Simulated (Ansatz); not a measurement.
System (SMILES): P (PH3).
Atoms: P1, H2, H3, H4. Bonds: P1-H2, P1-H3, P1-H4.

Basis-set convergence of the optimised P1-H2 bond length at MP2 with Ansatz (a quantum-chemistry and plane-wave program). The reference of a correlated method is not its basis-set limit, which lies further on. Cartesian d functions, on some or all atoms, in 6-31G*; all else is spherical. Cores are frozen. No added dispersion term, no relativity. Reference: the value in aug-cc-pV(Q+d)Z, 1.4085 Å, itself unsure by roughly 0.0005 Å (its mean distance from def2-QZVPPD, pcseg-3, def2-QZVPP). Deviations are taken from unrounded values. Cost is core time over that of pcseg-2, rough, on shared machines of one kind; a dash marks a row that isn't timed (too short, read off another run, short of memory, by another algorithm or on other hardware). It counts the whole optimisation.

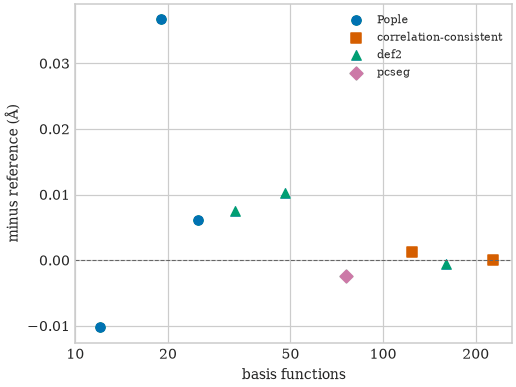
Figure: Deviation from the reference against the number of basis functions, by family of sets.

```csv
basis,functions,optimised P1-H2 bond length (Å),minus reference (Å),cost
STO-3G,12,1.3982,-0.0103,-
6-31G,19,1.4452,0.0367,-
6-31G*,25,1.4146,0.0061,-
def2-SVP,33,1.4160,0.0075,-
def2-SVPD,48,1.4187,0.0102,-
pcseg-2,76,1.4061,-0.0024,1×
aug-cc-pV(T+d)Z,124,1.4097,0.0012,3×
def2-QZVPP,160,1.4079,-0.0006,7×
aug-cc-pV(Q+d)Z,227,1.4085,0.0000,10×
```
